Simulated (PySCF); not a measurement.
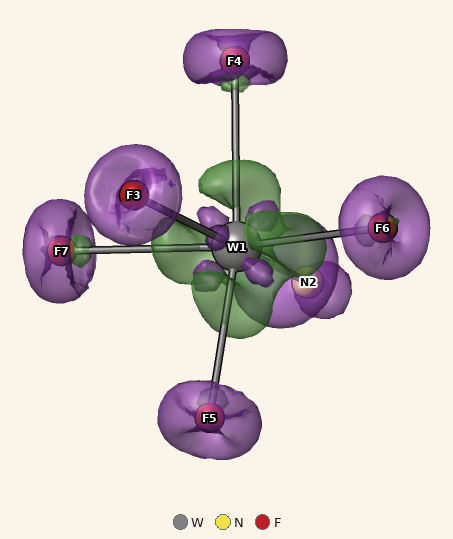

*[WNF5]3- (F5NW, charge −3, doublet). Deformation density (molecule less spherical, spin-averaged free atoms at the same positions), surfaces at ±0.14 e/Å³; purple: gain, green: loss.*

Level of theory: ωB97X/def2-SVPD (PySCF), at a geometry from GFN2-xTB. Core potentials replace the inner electrons of W; spin–orbit coupling isn't included. The highest occupied orbitals have positive energy: in the gas phase this ion holds its electrons only through the finite basis. This is a single-reference result, which may miss multireference character in this system. No frequency check shows the geometry to be a minimum. The stability of the open-shell solution wasn't checked. GFN2-xTB bond lengths at metals and heavier atoms can be off by up to 0.1 Å and shapes distorted, which carries into these values. GFN2-xTB doesn't know the spin state, so this open-shell geometry is rough.

Q: Describe the bonding that the map shows.

A: W1–N2: +0.27 e/Å³ at the bond critical point (bond length 1.77 Å). W1–F6, W1–F4, W1–F5 and W1–F7: −0.06 e/Å³ at the bond critical point (bond length 2.29 Å). In all, 4.1 electrons gather in the regions of gain relative to the promolecule of neutral atoms (this includes the anion's extra charge). A small or negative value marks a very polar bond, one between electron-rich atoms, whose free-atom densities already overlap strongly, a long bond to a heavier atom, or a closed-shell contact such as a hydrogen bond.
